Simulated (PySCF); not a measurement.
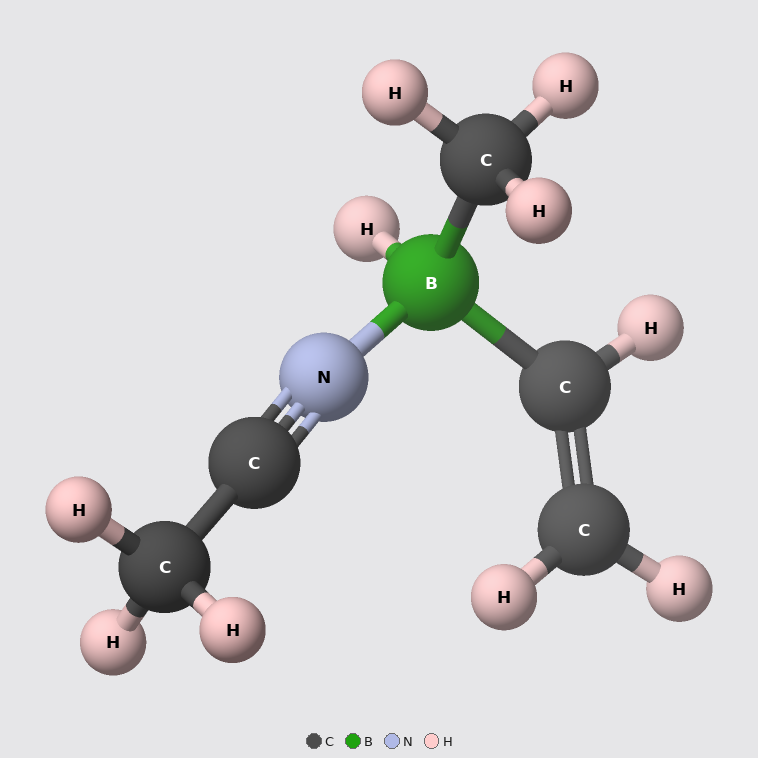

Rendered structure (ball-and-stick style). Multiple sticks mark multiple bonds (one Kekulé form).

The geometry was computed by an optimisation with GFN2-xTB. No frequency run is at hand to confirm it as a minimum.

Description:

It has 17 atoms: 5 carbon, 10 hydrogen, 1 boron and 1 nitrogen (C₅H₁₀BN). Its SMILES string is `C=C[B@H-](C)[N+]#CC`. It has no ring. Among its groups: alkene, B–H bond. The point group is C1. Coordination, clear cases only: 2 C trigonal planar; 1 B tetrahedral; 2 C tetrahedral; 1 C linear.

The parts below concern this one geometry. Atoms keep their numbers from picture to picture.

Shape

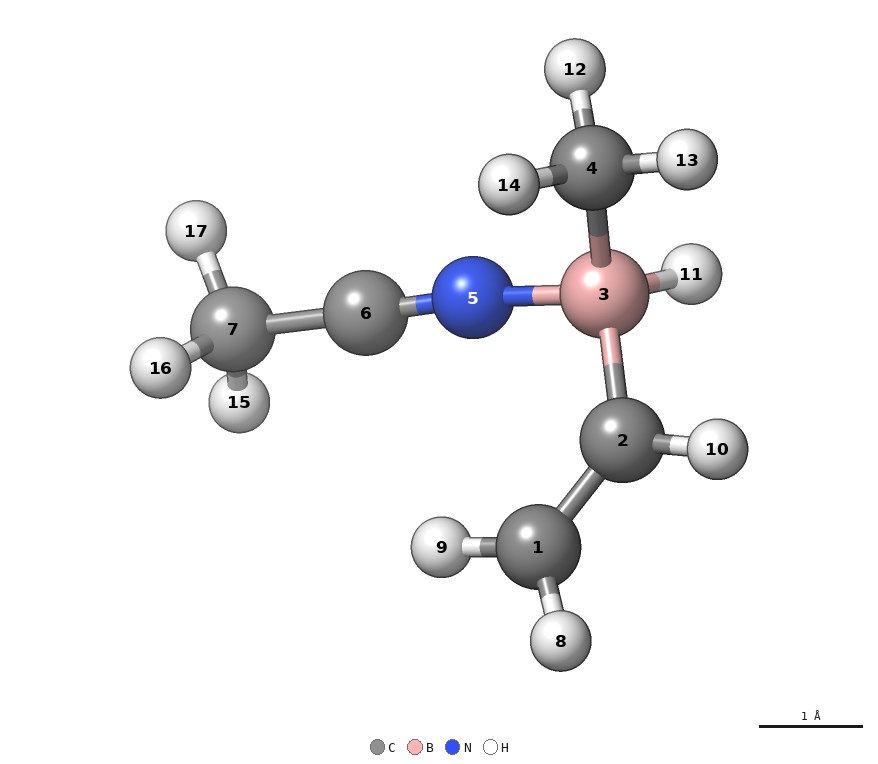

The atoms are numbered. No frequency run is at hand to confirm it as a minimum.

Which atoms are bonded, and how long are the bonds?

| bond | length (Å) | order |
| --- | --- | --- |
| C1–C2 | 1.322 | double |
| C1–H8 | 1.081 | single |
| C1–H9 | 1.082 | single |
| C2–B3 | 1.611 | single |
| C2–H10 | 1.085 | single |
| B3–C4 | 1.640 | single |
| B3–N5 | 1.470 | single |
| B3–H11 | 1.194 | single |
| C4–H12 | 1.088 | single |
| C4–H13 | 1.086 | single |
| C4–H14 | 1.088 | single |
| N5–C6 | 1.149 | triple |
| C6–C7 | 1.431 | single |
| C7–H15 | 1.090 | single |
| C7–H16 | 1.090 | single |
| C7–H17 | 1.090 | single |

Electronic properties

No frequency run is at hand to confirm it as a minimum. Method: B3LYP/pcJ-1, gas phase (PySCF 2.14.0).

> What is the dipole moment?

6.74 D.

> Estimate the HOMO energy (Kohn–Sham orbital).

−6.23 eV.

> What is the HOMO–LUMO gap?

5.40 eV.

Quadrupole coupling

No frequency run is at hand to confirm it as a minimum. Electric field gradients from the ground-state density, B3LYP/pcJ-1 (PySCF 2.14.0), non-relativistic apart from any core potentials.

Give the largest field-gradient component, the quadrupole coupling constant and the asymmetry for 11B at B3 (Q = 40.59 mb), 14N at N5 (Q = 20.44 mb), 2H at H8 (Q = 2.86 mb), 2H at H9 (Q = 2.86 mb), 2H at H10 (Q = 2.86 mb), 2H at H11 (Q = 2.86 mb).

```tsv
atom	V_zz (a.u.)	e²qQ/h (MHz)	η
B3	0.214	2.04	0.09
N5	−0.465	−2.23	0.07
H8	0.323	0.217	0.07
H9	0.326	0.219	0.08
H10	0.314	0.211	0.02
H11	0.217	0.146	0.08
```

Spin–spin coupling

No frequency run is at hand to confirm it as a minimum. Method: B3LYP/pcJ-1 indirect spin-spin coupling, non-relativistic, gas phase (PySCF 2.14.0). Isotopes: 11B, 13C, 1H, 15N.

Give the spin–spin coupling constants of these pairs, with the number of bonds between them: B3/H11, B3/N5, B3/C4, B3/H10, B3/H12, B3/C6, B3/H14, N5/H15.

| pair | bonds apart | J (Hz) |
| --- | --- | --- |
| B3, H11 | 1 | 102.8 |
| B3, N5 | 1 | −15.8 |
| B3, C4 | 1 | 44.1 |
| B3, H10 | 2 | 3.1 |
| B3, H12 | 2 | −4.5 |
| B3, C6 | 2 | 3.3 |
| B3, H14 | 2 | −4.8 |
| N5, H15 | 3 | −2.5 |

The geometry is semi-empirical. Around B such bond lengths and angles can be off by a tenth of an ångström or more and by several degrees, and values that hang on the shape move with them.
